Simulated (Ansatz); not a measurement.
The calculation's input:

```
crystal:
  periodic: [false, false, false]
  atoms:
    - { symbol: Si, position_ang: [-0.074466, 0.160052, -0.074374] }
    - { symbol: F, position_ang: [-0.113618, 0.264067, 1.51955] }
    - { symbol: Cl, position_ang: [1.825752, 0.337804, -0.84304] }
    - { symbol: H, position_ang: [-0.802639, 1.336152, -0.569281] }
    - { symbol: Cl, position_ang: [-1.117882, -1.463517, -0.788135] }
    - { symbol: "N", position_ang: [1.355726, -2.14032, 1.306612] }
    - { symbol: H, position_ang: [0.785304, -2.661106, 0.663231] }
    - { symbol: H, position_ang: [2.149399, -1.683481, 0.891549] }
    - { symbol: H, position_ang: [0.838022, -1.572053, 1.987886] }
basis:
  gaussian: { orbitals: "6-31G*" }
hamiltonian:
  xc: b3lyp
  dispersion: d4
relax:
  f_tol: 0.03
  max_steps: 50
output:
  orbitals: {}
```

Command:

```sh
ansatz run input.yaml --threads 2 --pin off --max-ram 3072MiB --backend cpu --events-out ev --progress --plain --runs-dir out
```

The fields are those of the run's last geometry, not of the input's.

Level of theory: RKS B3LYP-D4/6-31G* in Ansatz.

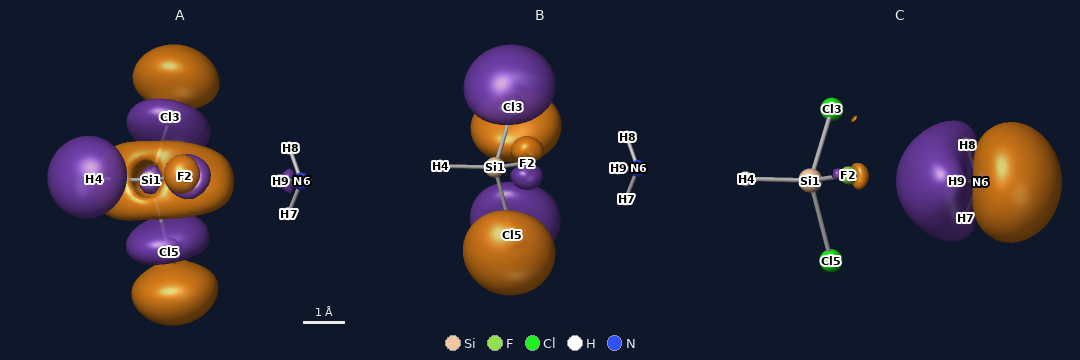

Cl2FHSi···NH3. Three frontier orbitals at ±0.08 Å⁻³ᐟ² (orange and purple are the two phases), in no order.

Q: Order the three orbitals by energy and name them.

A: B is the HOMO−1 (−9.50 eV). It lies mainly on Cl3 (about 45 %) and Cl5 (about 45 %); largely a combination of lone pairs on Cl3 and Cl5. C is the HOMO (−6.84 eV). It lies mainly on N6 (about 80 %); largely a lone pair of N6. A is the LUMO (−0.27 eV). Its weight (Hirshfeld) is mainly on Si1 (about 35 %), Cl5 (about 25 %), Cl3 (about 25 %) and H4 (about 10 %).

Q: What is the HOMO–LUMO gap?

A: 6.57 eV between the orbital energies.
